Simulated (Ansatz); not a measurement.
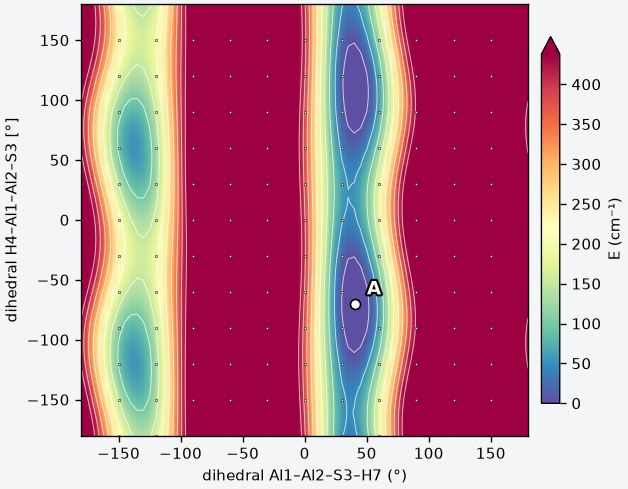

Al2H5S, SMILES [AlH2][AlH][SH2+], charge +1. Coordinates scanned: (1) dihedral Al1–Al2–S3–H7; (2) dihedral H4–Al1–Al2–S3. Nothing is relaxed (all other coordinates rigid). The grid has 12 × 12 points. Points are written as (first, second). All energies are given in cm⁻¹ relative to the lowest grid point. Computed with RKS PBE-D4/def2-TZVP (Ansatz 0.2.0).

Drawn: a smooth colour map with a few white contour lines, dots at the grid points, one colour for all values above the top of the scale, the well A. Between grid points the surface is interpolated.

Question: Where is the minimum, and how stiff is the well along each coordinate? Take the well at A.

Answer: The interpolated minimum is at dihedral Al1–Al2–S3–H7 ≈ 41°, dihedral H4–Al1–Al2–S3 ≈ −70°. The curvatures there are about 0.23 eV/rad² and 0.02 eV/rad², with a cross term of about 0.006 eV/rad². Round the minimum the two coordinates are weakly coupled (coupling 0.09 in units of the two stiffnesses). (1 eV is 8066 cm⁻¹.)
